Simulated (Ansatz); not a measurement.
# BH₃ (singlet): B2PLYP, RKS PBE0, RPA-PBE over a scan of the scale of all distances, cc-pVDZ, part 2 of 2

Ansatz 0.2.0, Gaussian basis; cc-pVDZ, all electrons in the functionals, frozen cores in the correlation of double hybrids and RPA. The steps go on from the part before.

## Step 14: RPA-PBE, 1.000

in.yaml reads:

```yaml
crystal:
  periodic: [false, false, false]
  atoms:
    - {symbol: B, position_ang: [0.000000, 0.000000, 0.000000]}
    - {symbol: H, position_ang: [1.193377, 0.014556, -0.000258]}
    - {symbol: H, position_ang: [-0.609294, 1.026213, -0.002837]}
    - {symbol: H, position_ang: [-0.584082, -1.040768, 0.003095]}
basis:
  gaussian: {orbitals: cc-pVDZ}
hamiltonian: {xc: {name: PBE}}
correlation: {method: rpa, electrons: outside_noble_gas}
```

Started as:

```bash
$ ansatz run in.yaml --threads 1 --pin off --events-out ev --progress --plain --max-ram 2393MiB
```

Standard output:

```text
Functional definition: PBE
  name "PBE"
  cite "Perdew, Burke & Ernzerhof, Phys. Rev. Lett. 77, 3865 (1996) doi:10.1103/PhysRevLett.77.3865"
  parent pbe
  parameter kappa = 0.804
  parameter beta = 0.06672455060314922
  exchange = pbe_x(kappa = kappa, mu = beta*pi^2/3)
  correlation = pbe_c(beta = beta)
259 factors; integrals over basis functions are off by at most 1.2e-3 eV
mean field evaluation 1: about -721.1329 eV, gradient 1.5e1 eV
mean field evaluation 2: about -721.1307 eV, gradient 1.5e1 eV
mean field evaluation 4: about -722.1727 eV, gradient 1.0e0 eV
mean field evaluation 8: about -722.1761 eV, gradient 5.2e-5 eV
mean field -722.17613155 eV, -26.5394833257 hartree, gradient 1.5e-6 eV, S^2 0.000000; 0 other end points of the search recorded, 0 dependent functions left out
1 core orbitals not correlated: weight in the atoms' cores, before any rotation towards them, 1.000 or more for the frozen orbitals, at most 0.000 for the correlated occupied ones
reference -718.00199098 eV, -26.3860864891 hartree; 3, 3 occupied and 25, 25 virtual orbitals, 259 factors
Total energy: -723.41351510 eV, -26.5849563325 hartree
```

Wall time 0.3 s (1 thread of Arm Neoverse V2, shared host).

## Step 15: RPA-PBE, 1.122

in.yaml reads:

```yaml
crystal:
  periodic: [false, false, false]
  atoms:
    - {symbol: B, position_ang: [0.000000, 0.000000, 0.000000]}
    - {symbol: H, position_ang: [1.338969, 0.016331, -0.000289]}
    - {symbol: H, position_ang: [-0.683628, 1.151411, -0.003183]}
    - {symbol: H, position_ang: [-0.655340, -1.167742, 0.003473]}
basis:
  gaussian: {orbitals: cc-pVDZ}
hamiltonian: {xc: {name: PBE}}
correlation: {method: rpa, electrons: outside_noble_gas}
```

Same command.

Standard output:

```text
Functional definition: PBE
  name "PBE"
  cite "Perdew, Burke & Ernzerhof, Phys. Rev. Lett. 77, 3865 (1996) doi:10.1103/PhysRevLett.77.3865"
  parent pbe
  parameter kappa = 0.804
  parameter beta = 0.06672455060314922
  exchange = pbe_x(kappa = kappa, mu = beta*pi^2/3)
  correlation = pbe_c(beta = beta)
259 factors; integrals over basis functions are off by at most 1.4e-3 eV
mean field evaluation 1: about -721.1147 eV, gradient 1.1e1 eV
mean field evaluation 2: about -721.1120 eV, gradient 1.1e1 eV
mean field evaluation 4: about -721.7357 eV, gradient 1.6e0 eV
mean field evaluation 8: about -721.7450 eV, gradient 1.6e-3 eV
mean field -721.74504126 eV, -26.5236410501 hartree, gradient 6.9e-7 eV, S^2 0.000000; 0 other end points of the search recorded, 0 dependent functions left out
1 core orbitals not correlated: weight in the atoms' cores, before any rotation towards them, 1.000 or more for the frozen orbitals, at most 0.000 for the correlated occupied ones
reference -717.35326373 eV, -26.3622462026 hartree; 3, 3 occupied and 25, 25 virtual orbitals, 259 factors
Total energy: -722.98133787 eV, -26.5690741124 hartree
```

Wall time 0.3 s (1 thread of Arm Neoverse V2, shared host).

From 1.000: +0.432 eV.

## Step 16: RPA-PBE, 1.283

in.yaml reads:

```yaml
crystal:
  periodic: [false, false, false]
  atoms:
    - {symbol: B, position_ang: [0.000000, 0.000000, 0.000000]}
    - {symbol: H, position_ang: [1.531102, 0.018675, -0.000331]}
    - {symbol: H, position_ang: [-0.781725, 1.316631, -0.003640]}
    - {symbol: H, position_ang: [-0.749378, -1.335306, 0.003971]}
basis:
  gaussian: {orbitals: cc-pVDZ}
hamiltonian: {xc: {name: PBE}}
correlation: {method: rpa, electrons: outside_noble_gas}
```

The command is unchanged.

Standard output:

```text
Functional definition: PBE
  name "PBE"
  cite "Perdew, Burke & Ernzerhof, Phys. Rev. Lett. 77, 3865 (1996) doi:10.1103/PhysRevLett.77.3865"
  parent pbe
  parameter kappa = 0.804
  parameter beta = 0.06672455060314922
  exchange = pbe_x(kappa = kappa, mu = beta*pi^2/3)
  correlation = pbe_c(beta = beta)
265 factors; integrals over basis functions are off by at most 1.4e-3 eV
mean field evaluation 1: about -719.7429 eV, gradient 7.6e0 eV
mean field evaluation 2: about -719.7393 eV, gradient 7.6e0 eV
mean field evaluation 4: about -720.0023 eV, gradient 2.5e0 eV
mean field evaluation 8: about -720.0268 eV, gradient 1.7e-3 eV
mean field -720.02681323 eV, -26.4604973345 hartree, gradient 6.4e-6 eV, S^2 0.000000; 0 other end points of the search recorded, 0 dependent functions left out
1 core orbitals not correlated: weight in the atoms' cores, before any rotation towards them, 1.000 or more for the frozen orbitals, at most 0.000 for the correlated occupied ones
reference -715.23599304 eV, -26.2844379400 hartree; 3, 3 occupied and 25, 25 virtual orbitals, 265 factors
Total energy: -721.20860575 eV, -26.5039274087 hartree
```

It took 0.3 s on 1 thread of Arm Neoverse V2, shared host.

From 1.000: +2.205 eV.

## Step 17: RPA-PBE, 1.493

in.yaml reads:

```yaml
crystal:
  periodic: [false, false, false]
  atoms:
    - {symbol: B, position_ang: [0.000000, 0.000000, 0.000000]}
    - {symbol: H, position_ang: [1.781712, 0.021731, -0.000385]}
    - {symbol: H, position_ang: [-0.909677, 1.532135, -0.004236]}
    - {symbol: H, position_ang: [-0.872035, -1.553867, 0.004621]}
basis:
  gaussian: {orbitals: cc-pVDZ}
hamiltonian: {xc: {name: PBE}}
correlation: {method: rpa, electrons: outside_noble_gas}
```

Same command.

Standard output:

```text
Functional definition: PBE
  name "PBE"
  cite "Perdew, Burke & Ernzerhof, Phys. Rev. Lett. 77, 3865 (1996) doi:10.1103/PhysRevLett.77.3865"
  parent pbe
  parameter kappa = 0.804
  parameter beta = 0.06672455060314922
  exchange = pbe_x(kappa = kappa, mu = beta*pi^2/3)
  correlation = pbe_c(beta = beta)
268 factors; integrals over basis functions are off by at most 1.7e-3 eV
mean field evaluation 1: about -717.1157 eV, gradient 5.0e0 eV
mean field evaluation 2: about -717.1127 eV, gradient 5.1e0 eV
mean field evaluation 4: about -717.2051 eV, gradient 2.6e0 eV
mean field evaluation 8: about -717.2357 eV, gradient 3.8e-4 eV
mean field -717.23570892 eV, -26.3579261431 hartree, gradient 2.5e-6 eV, S^2 0.000000; 0 other end points of the search recorded, 0 dependent functions left out
1 core orbitals not correlated: weight in the atoms' cores, before any rotation towards them, 1.000 or more for the frozen orbitals, at most 0.000 for the correlated occupied ones
reference -711.76731220 eV, -26.1569662700 hartree; 3, 3 occupied and 25, 25 virtual orbitals, 268 factors
Total energy: -718.33573253 eV, -26.3983512651 hartree
```

Wall time 0.3 s (1 thread of Arm Neoverse V2, shared host).

From 1.000: +5.078 eV.

## Step 18: RPA-PBE, 1.750

in.yaml reads:

```yaml
crystal:
  periodic: [false, false, false]
  atoms:
    - {symbol: B, position_ang: [0.000000, 0.000000, 0.000000]}
    - {symbol: H, position_ang: [2.088409, 0.025472, -0.000451]}
    - {symbol: H, position_ang: [-1.066265, 1.795872, -0.004965]}
    - {symbol: H, position_ang: [-1.022144, -1.821344, 0.005416]}
basis:
  gaussian: {orbitals: cc-pVDZ}
magnetization: {spin_polarized: true, initial_magnetization: 0}
hamiltonian: {xc: {name: PBE}}
correlation: {method: rpa, electrons: outside_noble_gas}
```

The command is unchanged.

Standard output:

```text
Functional definition: PBE
  name "PBE"
  cite "Perdew, Burke & Ernzerhof, Phys. Rev. Lett. 77, 3865 (1996) doi:10.1103/PhysRevLett.77.3865"
  parent pbe
  parameter kappa = 0.804
  parameter beta = 0.06672455060314922
  exchange = pbe_x(kappa = kappa, mu = beta*pi^2/3)
  correlation = pbe_c(beta = beta)
265 factors; integrals over basis functions are off by at most 2.0e-3 eV
mean field evaluation 1: about -713.9310 eV, gradient 4.6e0 eV
mean field evaluation 2: about -713.9299 eV, gradient 4.6e0 eV
mean field evaluation 4: about -714.1407 eV, gradient 4.5e-1 eV
mean field evaluation 8: about -714.1428 eV, gradient 6.8e-3 eV
mean field evaluation 16: about -714.1404 eV, gradient 1.4e-1 eV
mean field -714.14275387 eV, -26.2442621414 hartree, gradient 4.4e-6 eV, S^2 0.000000; 2 other end points of the search recorded, 0 dependent functions left out
1 core orbitals not correlated: weight in the atoms' cores, before any rotation towards them, 1.000 or more for the frozen orbitals, at most 0.000 for the correlated occupied ones
reference -707.69279243 eV, -26.0072304305 hartree; 3, 3 occupied and 25, 25 virtual orbitals, 265 factors
Total energy: -715.26047798 eV, -26.2853377449 hartree
```

Run time: 0.45 s. Hardware: 1 thread of Arm Neoverse V2, shared host.

From the report: ⟨S²⟩ of the determinant 0.000 (pure singlet: 0.00).

From 1.000: +8.153 eV.

## Step 19: RPA-PBE, 2.034

in.yaml reads:

```yaml
crystal:
  periodic: [false, false, false]
  atoms:
    - {symbol: B, position_ang: [0.000000, 0.000000, 0.000000]}
    - {symbol: H, position_ang: [2.427328, 0.029606, -0.000525]}
    - {symbol: H, position_ang: [-1.239305, 2.087316, -0.005770]}
    - {symbol: H, position_ang: [-1.188024, -2.116922, 0.006295]}
basis:
  gaussian: {orbitals: cc-pVDZ}
magnetization: {spin_polarized: true, initial_magnetization: 0}
hamiltonian: {xc: {name: PBE}}
correlation: {method: rpa, electrons: outside_noble_gas}
```

The command is unchanged.

Standard output, shortened:

```text
Functional definition: PBE
  name "PBE"
  cite "Perdew, Burke & Ernzerhof, Phys. Rev. Lett. 77, 3865 (1996) doi:10.1103/PhysRevLett.77.3865"
  parent pbe
[...]
259 factors; integrals over basis functions are off by at most 2.2e-3 eV
[...]
mean field -711.89393789 eV, -26.1616196783 hartree, gradient 5.2e-6 eV, S^2 0.877464; 20 other end points of the search recorded, 0 dependent functions left out
1 core orbitals not correlated: weight in the atoms' cores, before any rotation towards them, 1.000 or more for the frozen orbitals, at most 0.000 for the correlated occupied ones
reference -706.59378575 eV, -25.9668426799 hartree; 3, 3 occupied and 25, 25 virtual orbitals, 259 factors
Total energy: -713.04127514 eV, -26.2037835446 hartree
```

Run time: 3.4 s. Hardware: 1 thread of Arm Neoverse V2, shared host.

From the report: ⟨S²⟩ of the determinant 0.877 (pure singlet: 0.00). The determinant is far from a pure spin state, so its energy mixes those of several spin states (harmless only where they are near-degenerate, as at dissociation).

From 1.000: +10.372 eV.

## Step 20: RPA-PBE, 2.393

in.yaml reads:

```yaml
crystal:
  periodic: [false, false, false]
  atoms:
    - {symbol: B, position_ang: [0.000000, 0.000000, 0.000000]}
    - {symbol: H, position_ang: [2.855751, 0.034831, -0.000617]}
    - {symbol: H, position_ang: [-1.458042, 2.455727, -0.006789]}
    - {symbol: H, position_ang: [-1.397709, -2.490558, 0.007406]}
basis:
  gaussian: {orbitals: cc-pVDZ}
magnetization: {spin_polarized: true, initial_magnetization: 0}
hamiltonian: {xc: {name: PBE}}
correlation: {method: rpa, electrons: outside_noble_gas}
```

Launched as before.

Standard output, shortened:

```text
Functional definition: PBE
  name "PBE"
  cite "Perdew, Burke & Ernzerhof, Phys. Rev. Lett. 77, 3865 (1996) doi:10.1103/PhysRevLett.77.3865"
  parent pbe
[...]
259 factors; integrals over basis functions are off by at most 5.8e-4 eV
[...]
mean field -710.82839787 eV, -26.1224618049 hartree, gradient 1.4e-6 eV, S^2 1.556679; 17 other end points of the search recorded, 0 dependent functions left out
1 core orbitals not correlated: weight in the atoms' cores, before any rotation towards them, 1.000 or more for the frozen orbitals, at most 0.000 for the correlated occupied ones
reference -707.43948562 eV, -25.9979215768 hartree; 3, 3 occupied and 25, 25 virtual orbitals, 259 factors
Total energy: -712.28308371 eV, -26.1759205237 hartree
```

Run time: 2.7 s. Hardware: 1 thread of Arm Neoverse V2, shared host.

From the report: ⟨S²⟩ of the determinant 1.557 (pure singlet: 0.00). The determinant is far from a pure spin state, so its energy mixes those of several spin states (harmless only where they are near-degenerate, as at dissociation).

From 1.000: +11.130 eV.

## Step 21: The comparison

The yardstick is full CI for this spin, exact in this basis with these frozen cores. It comes from earlier runs at the same points. Energies in eV, counted from 1.000; blanks weren't run or aren't comparable.

```tsv
level	0.889	1.000	1.122	1.283	1.493	1.750	2.034	2.393
FCI	1.011	0.000	0.497	2.333	5.226	8.182	10.039	10.950
B2PLYP	0.934	0.000	0.555	2.458	5.507	9.046	10.879	11.562
RKS PBE0	0.966	0.000	0.517	2.374	5.380	8.772	11.580	13.793
RPA-PBE	1.077	0.000	0.432	2.205	5.078	8.153	10.372	11.130
```

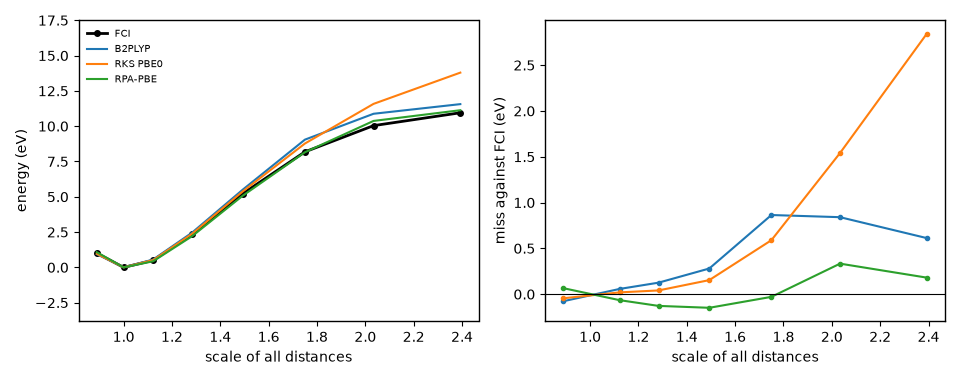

Left: the curves (the axis may cut off levels that run far away). Right: misses against FCI, in the same colours.

Largest miss and mean time a point (FCI took 9.2 s a point; shared hosts):

```tsv
level	largest miss (eV)	where	time a point
B2PLYP	+0.864	1.750	0.77 s
RKS PBE0	+2.843	2.393	0.2 s
RPA-PBE	+0.333	2.034	1 s
```

## Step 22: What came out

The summary covers parts 1 to 2.

```
              quantity              value
 span of the FCI curve          10.950 eV
  largest miss, B2PLYP  +0.864 eV (1.750)
largest miss, RKS PBE0  +2.843 eV (2.393)
 largest miss, RPA-PBE  +0.333 eV (2.034)
```

What this shows: Misses are known at 7 of 7 points at best, and only functionals with that many are ranked. Of the functionals, RPA-PBE keep the smallest largest miss at the points compared (at most 0.333 eV) and RKS PBE0 strays most (2.843 eV, at 2.393). B2PLYP, RPA-PBE clearly break the spin symmetry at some points (⟨S²⟩ up to 1.82 above the pure value), so energy there is bought with a mixed spin. Functionals and the yardstick converge differently with the basis, so part of each miss in cc-pVDZ is the basis.
